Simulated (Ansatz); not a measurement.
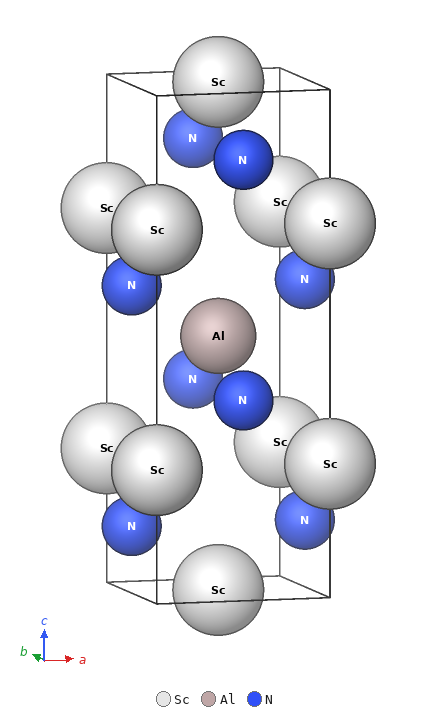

View slightly off an axis, drawn as a spheres-only model. The frame is the simulation cell; atoms at its boundary are shown with their periodic copies.

Input used:
```yaml
crystal:
  lattice:
    - [3.3668376879, 0.0, 0.0]
    - [0.0, 3.3668376879, 0.0]
    - [0.0, 0.0, 9.5642437502]
  atoms:
    - { symbol: Sc, position: [0.0, 0.0, 0.73652064] }
    - { symbol: Sc, position: [0.5, 0.5, 0.0] }
    - { symbol: Sc, position: [0.0, 0.0, 0.26347936] }
    - { symbol: Al, position: [0.5, 0.5, 0.5] }
    - { symbol: "N", position: [0.5, 0.0, 0.8679748436] }
    - { symbol: "N", position: [0.0, 0.5, 0.1320251564] }
    - { symbol: "N", position: [0.5, 0.0, 0.3944917734] }
    - { symbol: "N", position: [0.0, 0.5, 0.6055082266] }
basis:
  ecutwfc: 420
kpoints:
  mp_grid: { grid: [8, 8, 4] }
  band_path:
    path:
      - [[0.0, 0.0, 0.0], [0.0, 0.5, 0.0], [0.5, 0.5, 0.0], [0.0, 0.0, 0.0], [0.0, 0.0, 0.5], [0.0, 0.5, 0.5], [0.5, 0.5, 0.5], [0.0, 0.0, 0.5]]
      - [[0.0, 0.5, 0.0], [0.0, 0.5, 0.5]]
      - [[0.5, 0.5, 0.0], [0.5, 0.5, 0.5]]
    npoints: 14
hamiltonian:
  xc: pbe
scf:
  occupations: { method: gaussian, width: 0.02 }
  n_extra_bands: 20
output:
  forces: true
  stress: true
  eigenvalues: true
  populations: true
  dos: { projected: true, de: 0.02, nscf_kmesh: { grid: [12, 12, 6] } }
  bader: true
```
Run as:
```sh
ansatz run input.yaml --threads 1 --pin off --max-ram 2560MiB --backend cpu --events-out ev --progress --plain --runs-dir out
```

Theory: Ansatz, DFT PBE, scalar-relativistic, plane waves, PAW. Numerical settings: a cutoff energy of 420 eV, an 8×8×4 mesh of k-points, Gaussian smearing of 0.02 eV, no spin polarisation.

> What charge does Bader's analysis assign to each element?

Sc +1.80 e; Al +2.38 e; N -2.10 to -1.79 e. The transfer is large, as in an ionic solid.

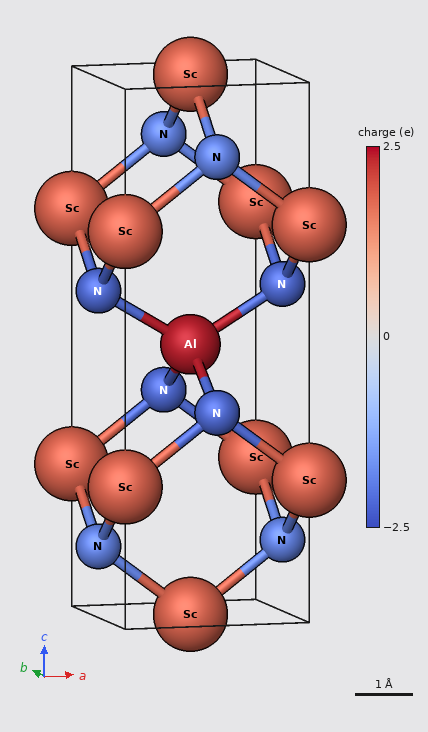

The atoms coloured by those charges.

It goes back to a structure type filled with these elements by a generator (whether the compound takes this form wasn't checked). Earlier steps of the study may have refined or changed the cell and positions. It was the input of a calculation with Ansatz.
